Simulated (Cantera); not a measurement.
A closed system holds: 1 mol Si, a varied amount of HCl, 6.9 mol H2, at 798.15 K and 15.0 Pa.

Cantera equilibrium calculation (NASA polynomials, part measured and part estimated; ideal gas, pure solids and liquids). Candidate condensed phases: Si; 19 gas species. The tables' values for SiCl3 are old estimates; treat these amounts as uncertain. Kinetics and transport are ignored.

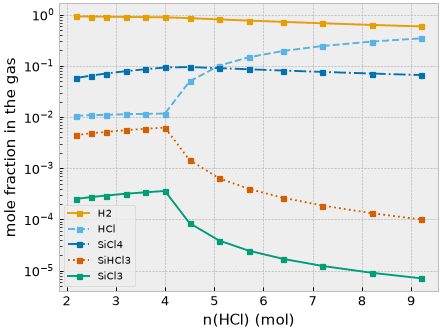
*Equilibrium gas composition (values under 1e-9 drawn at 1e-9)*

Read off the mole fractions at 3.6 mol HCl.

H2 about 0.90, SiCl4 about 0.086, HCl about 0.012, SiHCl3 about 0.0059, SiCl3 about 0.00034.
